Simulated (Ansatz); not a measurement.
ClGaH2O2

```xyz
6

Ga    0.0633   -0.2377    0.1003
Cl   -0.1931    0.1504    2.1924
O     1.7101   -0.3152   -0.5550
H     1.7256   -0.4938   -1.5055
O    -1.3294   -0.4809   -0.9809
H    -2.1863   -0.4214   -0.5377
```

All numbers below come from RKS B3LYP-D4/def2-SVP in Ansatz 0.2.0.

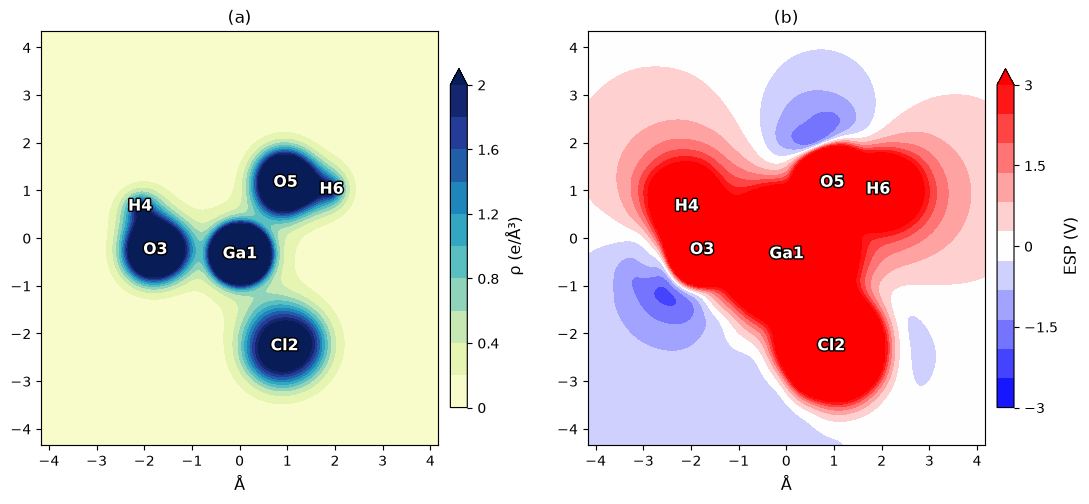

Figure 1. (a) total electron density; (b) molecular electrostatic potential on the molecular plane.

### What do the fields say about this system?

The plane passes through Ga, Cl, O and H nuclei. Ga–O (1.77 Å): the density is about 0.91 e/Å³ at the midpoint. Ga–Cl (2.14 Å): the density is about 0.69 e/Å³ at the midpoint. O–H (0.97 Å): ρ is about 3.6 e/Å³ halfway. Outside the dense part of the molecule the potential is most negative (−2.1 V) near O3.

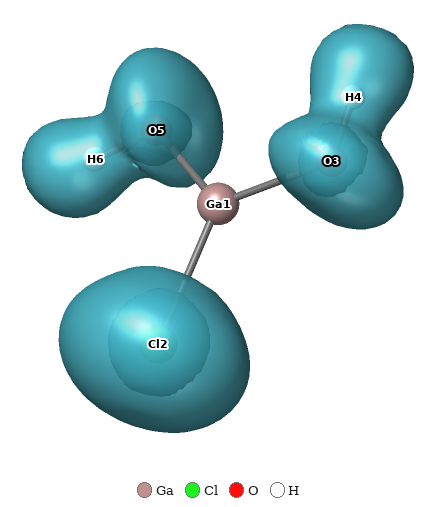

Figure 2. Isosurface of the electron localisation function at 0.75 (cyan), seen at a tilt. Only the valence region is drawn (cores and ρ < 0.01 e/Å³ removed).

### Identify the bonds, lone pairs and shells in this picture.

The surface consists of one region wrapped around Cl (its valence shell) and two joined regions spread over several atoms (H, O), in which their bonds and any lone pairs are merged. Profiles from the grid: Ga–O (1.77 Å): the ELF peaks at about 0.85 in the valence shell of O, 0.6 Å from its nucleus, and is about 0.25 at the midpoint. Ga–Cl (2.14 Å): the ELF peaks at about 0.85 in the valence shell of Cl, 0.9 Å from its nucleus, and is about 0.55 at the midpoint.

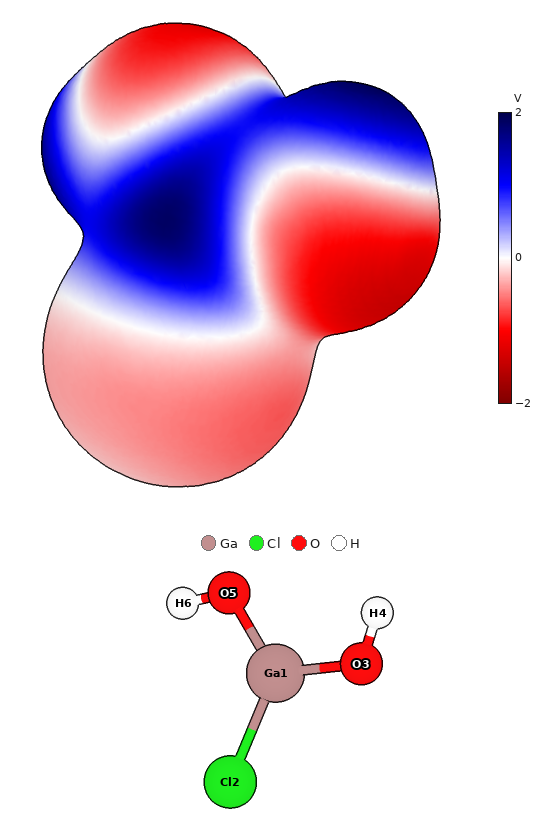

Figure 3. The molecular electrostatic potential painted on the density surface at 0.001 e/bohr³, seen at a tilt; the colour scale runs from red (negative) to blue (positive). The bare structure is drawn below in the same view.

### Where is the surface potential most negative and most positive?

The most negative region (about −1.4 V, or −32 kcal/mol for a unit charge) lies over O3, the most positive (about +1.9 V, or +44 kcal/mol for a unit charge) over H4 and H6. O3 is the likeliest acceptor of a hydrogen bond.
